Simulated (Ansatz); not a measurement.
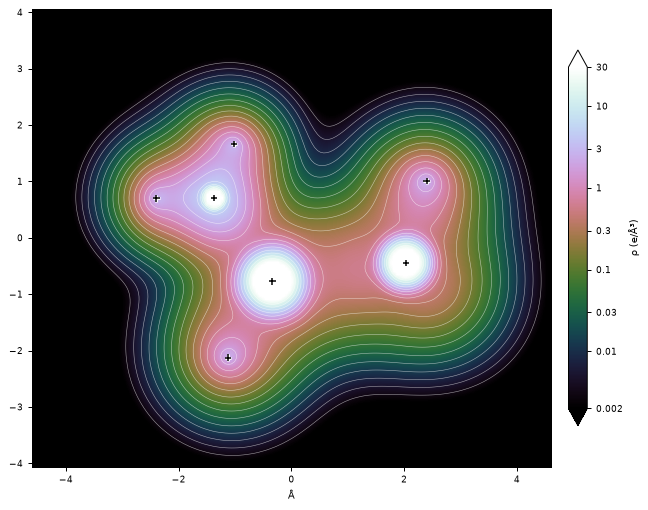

The total electron density on a plane through atoms (crosses mark nuclei in the plane).

Level of theory: Ansatz, isolated molecule in a Gaussian basis; Kohn-Sham density functional theory, functional PBE0.

Candidates:
A. F₂S (SMILES FSF)
B. GaH₆NSi (SMILES [NH2][GaH][SiH3])
C. F₂O₂S

> Which candidate gave the map?

Candidate B: GaH₆NSi on the plane of atoms Ga1, N2 and H4, which holds Ga, N, Si and H. Ga–N (1.81 Å): the density is about 0.92 e/Å³ at the midpoint. Ga–Si (2.39 Å): ρ at the midpoint is about 0.55 e/Å³.
